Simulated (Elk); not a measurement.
## Cobalt: which magnetic order is lowest

Aim: find out whether Cobalt carries moments, and which collinear order costs least.

Calculated with Elk 11.2.3 (patched build); PBE; all-electron APW+lo, Dirac cores, scalar-relativistic bands.

**1. Set-up**

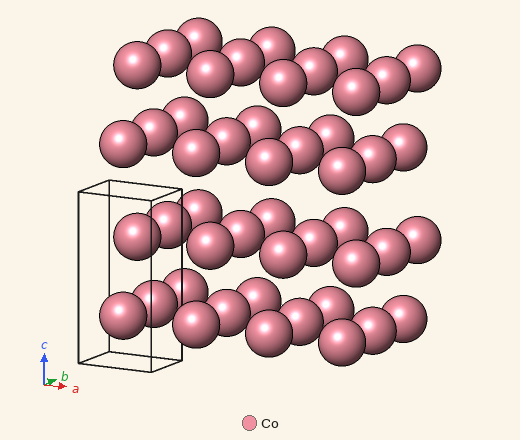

The starting structure, seen slightly off an axis (cobalt pink). 4×3×2 cells are drawn.

**2. Start 1: ferro ++**

Parallel moments need no larger cell; this start tests for a ferromagnetic state only.

Moments are seeded by fields in the spheres (the last three columns under atoms), set against the wanted direction and reduced each loop.

elk.in reads:

```
tasks
  0

xctype
  20

reducebf
  0.5

epsengy
  1e-05

maxscl
  100

rgkmax
  7.0

nempty
  12

swidth
  0.003

lmaxi
  3

spinpol
  .true.

sppath
  './'

avec
  4.73829928489 0.00000000000 0.00000000000
  -2.36914964244 4.10348755135 0.00000000000
  0.00000000000 0.00000000000 7.69099635461

atoms
  1
  'Co.in'
  2
  0.3333333333 0.6666666667 0.2500000000   0.000000 0.000000 -0.060000
  0.6666666667 0.3333333333 0.7500000000   0.000000 0.000000 -0.060000

ngridk
  12 12 6
```

On the command line:

```
OMP_NUM_THREADS=2 elk
```

Numbers of over 12 decimals in the logs are rounded to 6 here.

Log:

```text
Warning(gndstate): core states of species 1 leak from the muffin-tin :   0.6699123853E-03

--- INFO.OUT ---
┌─────────────────────────┐
│ Elk code version 11.2.3 │
└─────────────────────────┘

All units are atomic (Hartree, Bohr, etc.)

┌─────────────────────────────────────────────────┐
│ Ground-state run starting from atomic densities │
└─────────────────────────────────────────────────┘

Lattice vectors :
   4.738299285       0.000000000       0.000000000
  -2.369149642       4.103487551       0.000000000
   0.000000000       0.000000000       7.690996355

Reciprocal lattice vectors :
   1.326042305      0.7655908820      -0.000000000
   0.000000000       1.531181764       0.000000000
   0.000000000      -0.000000000      0.8169533592

Unit cell volume      :    149.5402886
Brillouin zone volume :    1.658751737

Muffin-tin inner radius fraction :   0.1000000000E-01

Nuclei treated as point charges

Species : 1 (Co)
 parameters loaded from : Co.in
 name : cobalt
 nuclear charge    :   -27.00000000
 electronic charge :    27.00000000
 atomic mass :    107428.6517
 muffin-tin radius :    2.334644196
 number of radial points in muffin-tin :    993
 inner part over the whole radius :   0.9921812145E-02
 number on inner part of muffin-tin    :    700
 approximate nuclear radius :   0.7243775530E-04
 number of mesh points to nuclear radius :    334
 atomic positions (lattice), magnetic fields (Cartesian) :
  1 :   0.33333333  0.16666667  0.25000000    0.00000000  0.00000000 -0.06000000
  2 :  -0.33333333 -0.16666667 -0.25000000    0.00000000  0.00000000 -0.06000000

Total number of atoms per unit cell :    2
Total muffin-tin volume :    106.6057705
 ratio of muffin-tin to unit cell volume :   0.7128899609

Spin treatment :
 spin-polarised
 global magnetic field (Cartesian) :    0.000000000       0.000000000       0.000000000
 collinear magnetisation in z-direction

Number of Bravais lattice symmetries :   24
Number of crystal symmetries         :   24
Crystal has inversion symmetry
Real symmetric eigensolver will be used

k-point grid :     12    12     6
k-point offset :    0.000000000       0.000000000       0.000000000
k-point set is reduced with full crystal symmetry group
Total number of k-points :       76

Muffin-tin radius times maximum |G+k| :    7.000000000
 using average radius
Maximum |G+k| for APW functions       :    2.998315551
Maximum (1/2)|G+k|²                   :    4.494948072
Maximum |G| for potential and density :    12.00000000
Constant for pseudocharge density :    7
 order of it for each species :   14
 order of it for pair densities of each species (exact exchange by exxq0 0: 14) :   10
Radial integration step length :    1

G-vector grid sizes :     20    20    30
Number of G-vectors :     4331

Maximum angular momentum used for
 APW functions            :    8
 outer part of muffin-tin :    6
 inner part of muffin-tin :    3

Total nuclear charge    :   -54.00000000
Total core charge       :    24.00000000
Total valence charge    :    30.00000000
Total excess charge     :    0.000000000
Total electronic charge :    54.00000000

Effective Wigner radius, rₛ :   0.8711480090

Number of empty states         :     24
Total number of valence states :     80
Total number of core states    :     24

Third-order local-orbitals added for an l without core states : T
Total number of local-orbitals :     44

Exchange-correlation functional :     20     0     0
 Perdew-Burke-Ernzerhof, Phys. Rev. Lett. 77, 3865 (1996)
 gradient requirement :    1
 generalised gradient approximation (GGA)

Smearing type :    3
 Fermi-Dirac
Smearing width :   0.3000000000E-02
Effective electronic temperature (K) :    947.3250744

Mixing type :    3
 Broyden mixing, J. Phys. A: Math. Gen. 17, L317 (1984)

Kohn-Sham potential initialised from atomic data

┌──────────────────────────────┐
│ Self-consistent loop started │
└──────────────────────────────┘

┌─────────────────┐
│ Loop number : 1 │
└─────────────────┘

Energies :
 Fermi                       :     0.209217
 sum of occupied eigenvalues :     -1612.4050249787
 electron kinetic            :      2825.0396856293
 core electron kinetic       :      2558.1813408137
 Coulomb                     :     -5493.0603106505
 Coulomb potential           :     -4282.0022571356
 nuclear-nuclear             :     -499.77031406297
 electron-nuclear            :     -5725.1087483826
 Hartree                     :      731.81875179514
 Madelung                    :     -3352.0591820827
 xc potential                :     -155.21638577645
 xc effective B-field        :    -0.168816
 external B-field            :      0.000000
 exchange                    :     -116.59127946432
 correlation                 :     -2.548976
 electron entropic           :    -0.16187259062599E-02
 total energy                :     -2787.1624996699
 (external B-field energy excluded from total)

Density of states at Fermi energy :    54.71031230
 (states/Hartree/unit cell)

Estimated indirect band gap :   0.9591980227E-03
 from k-point 2 to k-point 27
Estimated direct band gap   :   0.3915657188E-02
 at k-point 50

Charges :
 core                        :    24.00000000
 valence                     :    30.00000000
 interstitial                :    1.794605681
 muffin-tins (core leakage)
  species : 1 (Co)
   atom 1                    :    26.10269716     (  0.6902775035E-03)
   atom 2                    :    26.10269716     (  0.6902775035E-03)
 total in muffin-tins        :    52.20539432
 total calculated charge     :    53.99705467
 total charge                :    54.00000000
 error                       :   0.2945326483E-02

Moments :
 interstitial                :  -0.1010314222
 muffin-tins
  species : 1 (Co)
   atom 1                    :    1.945623713
   atom 2                    :    1.945623713
 total in muffin-tins        :    3.891247425
 total moment                :    3.790216003

┌─────────────────┐
│ Loop number : 2 │
└─────────────────┘

Energies :
 Fermi                       :     0.209692
 sum of occupied eigenvalues :     -1612.3965568398
 electron kinetic            :      2820.9942518995
 core electron kinetic       :      2556.0363585014
 Coulomb                     :     -5493.1766422502
 Coulomb potential           :     -4281.9400565590
 nuclear-nuclear             :     -499.77031406297
 electron-nuclear            :     -5725.4044167606
 Hartree                     :      731.99808857336
 Madelung                    :     -3352.2066139707
 xc potential                :     -151.26732949144
 xc effective B-field        :    -0.168293
 external B-field            :      0.000000
 exchange                    :     -116.60217897705
 correlation                 :     -2.548984
 electron entropic           :    -0.16183271599483E-02
 total energy                :     -2791.3351715778
 (external B-field energy excluded from total)

Density of states at Fermi energy :    54.65985674
 (states/Hartree/unit cell)

Estimated indirect band gap :   0.1022170848E-02
 from k-point 2 to k-point 67
Estimated direct band gap   :   0.4265233296E-02
 at k-point 50

Charges :
 core                        :    24.00000000
 valence                     :    30.00000000
 interstitial                :    1.791140597
 muffin-tins (core leakage)
  species : 1 (Co)
   atom 1                    :    26.10442970     (  0.6895213622E-03)
   atom 2                    :    26.10442970     (  0.6895213622E-03)
 total in muffin-tins        :    52.20885940
 total calculated charge     :    53.99705595
 total charge                :    54.00000000
 error                       :   0.2944051861E-02

Moments :
 interstitial                :  -0.1014211797
 muffin-tins
  species : 1 (Co)
   atom 1                    :    1.942079713
   atom 2                    :    1.942079713
 total in muffin-tins        :    3.884159426
 total moment                :    3.782738247

RMS change in Kohn-Sham potential (target) :    6.622763725     (  0.1000000000E-05)
Absolute change in total energy (target)   :    4.172671908     (  0.1000000000E-04)

[... loops 3 to 15 left out ...]

┌──────────────────┐
│ Loop number : 16 │
└──────────────────┘

Energies :
 Fermi                       :     0.302348
 sum of occupied eigenvalues :     -1607.0372121597
 electron kinetic            :      2828.1859715732
 core electron kinetic       :      2558.2655053648
 Coulomb                     :     -5495.7278714076
 Coulomb potential           :     -4280.1667270420
 nuclear-nuclear             :     -499.77031406297
 electron-nuclear            :     -5732.3362887967
 Hartree                     :      736.37873145207
 Madelung                    :     -3355.6445078866
 xc potential                :     -154.92471721681
 xc effective B-field        :    -0.131739
 external B-field            :      0.000000
 exchange                    :     -116.85388471839
 correlation                 :     -2.549713
 electron entropic           :    -0.15916285560450E-02
 total energy                :     -2786.9470893413
 (external B-field energy excluded from total)

Density of states at Fermi energy :    53.61045221
 (states/Hartree/unit cell)

Estimated indirect band gap :   0.3729180861E-03
 from k-point 63 to k-point 27
Estimated direct band gap   :   0.1795023422E-02
 at k-point 22

Charges :
 core                        :    24.00000000
 valence                     :    30.00000000
 interstitial                :    1.692723968
 muffin-tins (core leakage)
  species : 1 (Co)
   atom 1                    :    26.15363802     (  0.6699123679E-03)
   atom 2                    :    26.15363802     (  0.6699123679E-03)
 total in muffin-tins        :    52.30727603
 total calculated charge     :    53.99708254
 total charge                :    54.00000000
 error                       :   0.2917462217E-02

Moments :
 interstitial                :  -0.1013525881
 muffin-tins
  species : 1 (Co)
   atom 1                    :    1.717484015
   atom 2                    :    1.717484015
 total in muffin-tins        :    3.434968030
 total moment                :    3.333615442

RMS change in Kohn-Sham potential (target) :   0.1494461933E-06 (  0.1000000000E-05)
Absolute change in total energy (target)   :   0.3573489721E-05 (  0.1000000000E-04)

Convergence targets achieved

┌──────────────────┐
│ Loop number : 17 │
└──────────────────┘

Energies :
 Fermi                       :     0.302348
 sum of occupied eigenvalues :     -1607.0372093467
 electron kinetic            :      2828.1859708353
 core electron kinetic       :      2558.2655065212
 Coulomb                     :     -5495.7278677380
 Coulomb potential           :     -4280.1667274219
 nuclear-nuclear             :     -499.77031406297
 electron-nuclear            :     -5732.3362807399
 Hartree                     :      736.37872706480
 Madelung                    :     -3355.6445040271
 xc potential                :     -154.92471301829
 xc effective B-field        :    -0.131740
 external B-field            :      0.000000
 exchange                    :     -116.85388463190
 correlation                 :     -2.549713
 electron entropic           :    -0.15916278135349E-02
 total energy                :     -2786.9470863056
 (external B-field energy excluded from total)

Density of states at Fermi energy :    53.61042205
 (states/Hartree/unit cell)

Estimated indirect band gap :   0.3729139469E-03
 from k-point 63 to k-point 27
Estimated direct band gap   :   0.1795015842E-02
 at k-point 22

Charges :
 core                        :    24.00000000
 valence                     :    30.00000000
 interstitial                :    1.692724048
 muffin-tins (core leakage)
  species : 1 (Co)
   atom 1                    :    26.15363798     (  0.6699123853E-03)
   atom 2                    :    26.15363798     (  0.6699123853E-03)
 total in muffin-tins        :    52.30727595
 total calculated charge     :    53.99708254
 total charge                :    54.00000000
 error                       :   0.2917462323E-02

Moments :
 interstitial                :  -0.1013546235
 muffin-tins
  species : 1 (Co)
   atom 1                    :    1.717484399
   atom 2                    :    1.717484399
 total in muffin-tins        :    3.434968797
 total moment                :    3.333614174

┌──────────────────────────────┐
│ Self-consistent loop stopped │
└──────────────────────────────┘

Warning : core states of species 1 leak from the muffin-tin :   0.6699123853E-03

Wrote STATE.OUT
```

Run time: 2 min. Hardware: 2 threads of Arm Neoverse V2, shared host; peak memory 0.15 GiB.

Spin moment in the muffin-tin sphere by atom:

```
atom  spin moment in the muffin-tin sphere (μB)
 Co1                                       1.72
 Co2                                       1.72
```

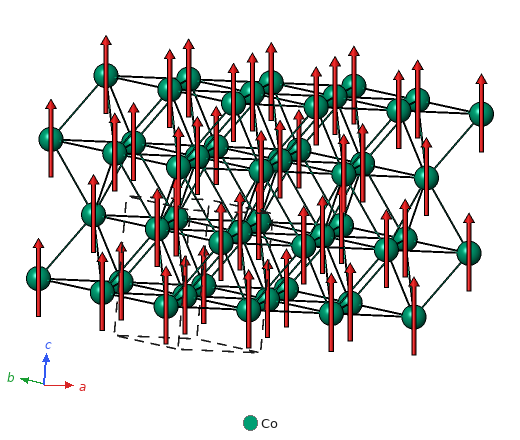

Spin moment in the muffin-tin sphere as arrows, the longest 1.72 μB. Up and down stand for the sign. Arrows give size and sign along the axis of quantisation, drawn up and down the page. 4×3×2 cells are drawn.

Numbers from this step:

```yaml
density_of_states_at_the_fermi_level: 1.970 states/eV/cell
moment_between_the_spheres: -0.1014 μB
magnetization: 3.334 μB
final_state: ferromagnetic
```

After 17 cycles the largest moment stands at 1.72 μB.

(Continued in part 2 of 3.)

[Logs and program files are shortened in this print: banners, set-up blocks, solver, clock and traceback lines can be left out without a mark of their own.]

[Logs are printed without paths, hosts, clocks, repeated set-up lines and the standing remarks that a program may print on its own settings, such as how far it seeks lower states.]

[Hosts, paths, dates, database ids (printed as entryN), source tags and the programs' standing remarks are cut or masked in the printed files.]

[Where a cell is said to come from a database of computed structures, the database is the Materials Project.]
